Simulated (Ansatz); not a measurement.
# HSE06/cc-pVDZ run of C2F4O (trifluoroacetyl fluoride)

What is the vertical ionisation energy of C2F4O (trifluoroacetyl fluoride) at HSE06/cc-pVDZ? 

The calculation is run with Ansatz 0.2.0.

51 further runs of the same task are left out: 51 set aside as unsound or not needed.

### 1 The system as given

The species is C2F4O (7 atoms), meant as a singlet with charge 0. SMILES: `O=C(F)C(F)(F)F`. The coordinates come from a PBE0-D4/def2-TZVP relaxation.

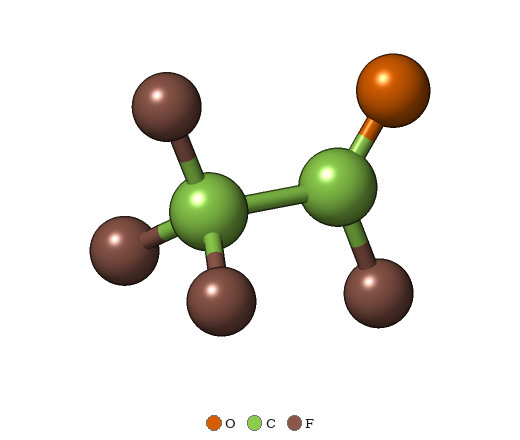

The structure, seen from a chosen angle (oxygen orange, carbon green, fluorine brown).

### 2 A single-point energy at HSE06/cc-pVDZ

The input, molecule.yaml:

```yaml
crystal:
  periodic: [false, false, false]
  atoms:
    - {symbol: O, position_ang: [1.061180, -1.396170, 0.701140]}
    - {symbol: C, position_ang: [0.088980, -0.798110, 0.435150]}
    - {symbol: F, position_ang: [-1.136840, -1.201010, 0.739860]}
    - {symbol: C, position_ang: [0.018150, 0.551850, -0.306440]}
    - {symbol: F, position_ang: [-0.697880, 0.418270, -1.418740]}
    - {symbol: F, position_ang: [-0.564330, 1.461580, 0.468830]}
    - {symbol: F, position_ang: [1.230750, 0.963590, -0.619810]}
basis:
  gaussian:
    orbitals: cc-pVDZ
hamiltonian:
  xc: {name: HSE06}
accuracy: high
output: {orbitals: {seedname: orbitals}}
```

Command:

```bash
ansatz run molecule.yaml --threads 1 --pin off --max-ram 3480MiB --events-out events.jsonl --progress --plain --runs-dir runs
```

Log:

```text
Warning: RAYON_NUM_THREADS=1 ignored (pool sized by the plan → 1); use --threads N
Functional definition: HSE06
  name "HSE06"
  parameter a = 0.25
  parameter omega = 0.11/bohr
  exchange = pbe_x - a*pbe_x_sr(omega) + a*exact_x_sr(omega)
  correlation = pbe_c
2166 factors; integrals over basis functions are off by at most 2.9e-9 eV
78 factors; integrals over basis functions are off by at most 1.1e-9 eV
mean field evaluation 1: about -14969.2512 eV, gradient 5.3e1 eV
mean field evaluation 2: about -14956.0814 eV, gradient 1.0e2 eV
mean field evaluation 4: about -14973.5047 eV, gradient 5.2e0 eV
mean field evaluation 8: about -14973.8475 eV, gradient 5.9e-1 eV
mean field evaluation 16: about -14973.8481 eV, gradient 1.1e-4 eV
mean field -14973.84805574 eV, -550.2787664096 hartree, gradient 5.3e-8 eV, S^2 0.000000; 0 other end points of the search recorded, 0 dependent functions left out
reference -14973.84805722 eV, -550.2787664641 hartree; 28, 28 occupied and 70, 70 virtual orbitals, 2166 factors
Total energy: -14973.84805722 eV, -550.2787664641 hartree
```

Run time: 8.1 s. Hardware: 1 thread of Arm Neoverse V2, shared host; peak memory 0.37 GiB.

### 3 The doublet cation

The input, molecule.yaml:

```yaml
basis:
  gaussian:
    orbitals: cc-pVDZ
crystal:
  periodic: [false, false, false]
  atoms:
    - symbol: O
      position_ang: [1.061180, -1.396170, 0.701140]
    - symbol: C
      position_ang: [0.088980, -0.798110, 0.435150]
    - symbol: F
      position_ang: [-1.136840, -1.201010, 0.739860]
    - symbol: C
      position_ang: [0.018150, 0.551850, -0.306440]
    - symbol: F
      position_ang: [-0.697880, 0.418270, -1.418740]
    - symbol: F
      position_ang: [-0.564330, 1.461580, 0.468830]
    - symbol: F
      position_ang: [1.230750, 0.963590, -0.619810]
total_charge: 1
magnetization:
  spin_polarized: true
  initial_magnetization: 1
hamiltonian:
  xc: hse06
accuracy: high
output: {orbitals: {seedname: orbitals}}
```

Command:

```bash
ansatz run molecule.yaml --threads 1 --pin off --max-ram 3480MiB --events-out events.jsonl --progress --plain --runs-dir runs
```

Log, cut to the lines that bear on the results:

```text
Warning: RAYON_NUM_THREADS=1 ignored (pool sized by the plan → 1); use --threads N
[... 6 set-up lines as earlier in the session ...]
2167 factors; integrals over basis functions are off by at most 2.9e-9 eV
78 factors; integrals over basis functions are off by at most 1.1e-9 eV
mean field evaluation 1: about -14956.2926 eV, gradient 4.1e1 eV
mean field evaluation 2: about -14948.3204 eV, gradient 6.6e1 eV
mean field evaluation 4: about -14960.8806 eV, gradient 7.1e0 eV
mean field evaluation 8: about -14961.3713 eV, gradient 3.6e-1 eV
mean field evaluation 16: about -14961.3721 eV, gradient 1.3e-3 eV
mean field -14961.37213049 eV, -549.8202846133 hartree, gradient 9.5e-8 eV, S^2 0.757648; 0 other end points of the search recorded, 0 dependent functions left out
reference -14961.37213196 eV, -549.8202846671 hartree; 28, 27 occupied and 70, 71 virtual orbitals, 2167 factors
Total energy: -14961.37213196 eV, -549.8202846671 hartree
```

Wall time 15 s (1 thread of Arm Neoverse V2, shared host); peak memory 0.53 GiB.

### 4 Results

Level: HSE06/cc-pVDZ.

| quantity | value |
| --- | --- |
| singlet C2F4O: total energy | -550.27877 Eh |
| singlet C2F4O: HOMO energy | -9.32 eV |
| singlet C2F4O: LUMO energy | -1.83 eV |
| singlet C2F4O: HOMO–LUMO gap | 7.49 eV |
| doublet cation: total energy | -549.82028 Eh |
| doublet cation: HOMO energy (highest over α and β) | -18.19 eV |
| doublet cation: LUMO energy (lowest over α and β) | -15.57 eV |
| doublet cation: ⟨S²⟩ | 0.758 |
| vertical ionisation energy (to the doublet cation) | 12.476 eV |

In words: Removing an electron at fixed nuclei costs 12.48 eV (1204 kJ/mol). −ε(HOMO) before ionisation, 9.32 eV, is 3.16 eV below this ionisation energy.
